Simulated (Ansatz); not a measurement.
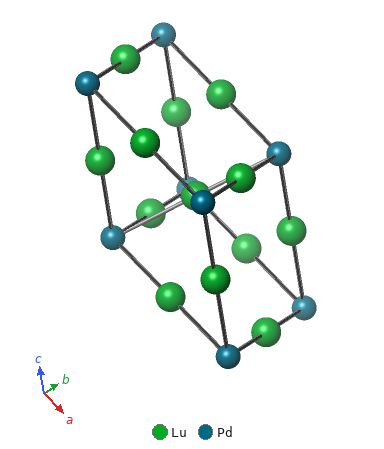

Shown here is a ball-and-stick view of the crystal, taken slightly off an axis. The parallelepiped is the simulation cell.

The run was set up as follows:
```yaml
crystal:
  lattice:
    - [-3.3377701316, 3.3377701316, 3.3377701316]
    - [3.3377701316, -3.3377701316, 3.3377701316]
    - [3.3377701316, 3.3377701316, -3.3377701316]
  atoms:
    - { symbol: Lu, position: [0.0, 0.0, 0.5] }
    - { symbol: Lu, position: [0.0, 0.5, 0.0] }
    - { symbol: Lu, position: [0.5, 0.0, 0.0] }
    - { symbol: Lu, position: [0.5, 0.5, 0.5] }
    - { symbol: Pd, position: [0.0, 0.0, 0.0] }
basis:
  ecutwfc: 420
kpoints:
  mp_grid: { grid: [8, 8, 8] }
  band_path:
    path:
      - [[0.0, 0.0, 0.0], [0.5, -0.5, 0.5], [0.0, 0.0, 0.5], [0.0, 0.0, 0.0], [0.25, 0.25, 0.25], [0.5, -0.5, 0.5]]
      - [[0.25, 0.25, 0.25], [0.0, 0.0, 0.5]]
    npoints: 14
hamiltonian:
  xc: pbe
scf:
  occupations: { method: gaussian, width: 0.1 }
  n_extra_bands: 12
output:
  forces: true
  stress: true
  eigenvalues: true
  populations: true
  dos: { projected: true, de: 0.02, nscf_kmesh: { grid: [10, 10, 10] } }
  bader: true
  write_density: true
  write_potential: true
  elf: true
  volumetric_format: npy
```
Run as:
```sh
ansatz run input.yaml --threads 1 --pin off --max-ram 2560MiB --backend cpu --events-out ev --progress --plain --runs-dir out
```

The calculation used DFT PBE, scalar-relativistic, plane waves, PAW (Ansatz 0.2.0), with an energy cutoff of 420 eV, an 8×8×8 mesh of k-points, Gaussian smearing of 0.1 eV, no spin polarisation.

Question: What charge does Bader's analysis assign to each element?

Answer: Lu +0.60 e; Pd -2.41 e.

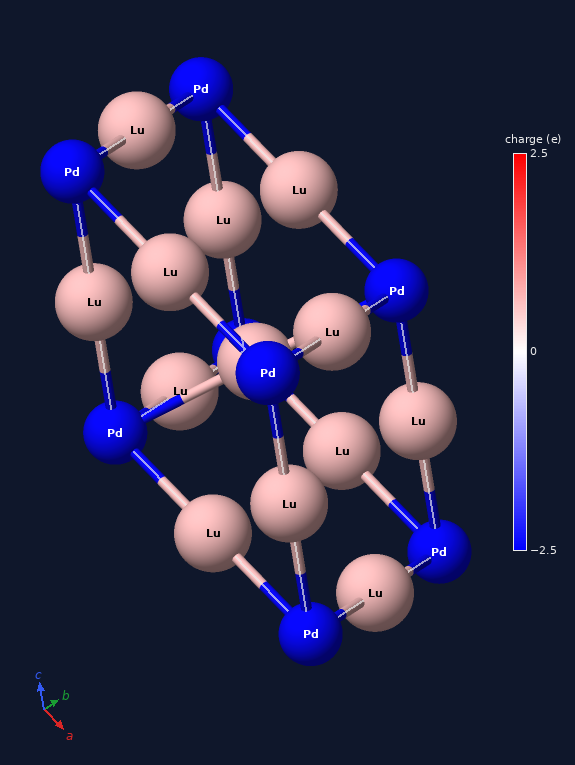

The atoms coloured by those charges.

The structure was taken from a structure type filled with these elements by a generator (whether the compound takes this form wasn't checked). Earlier steps of the study may have refined or changed the cell and positions. It went into a calculation with Ansatz.
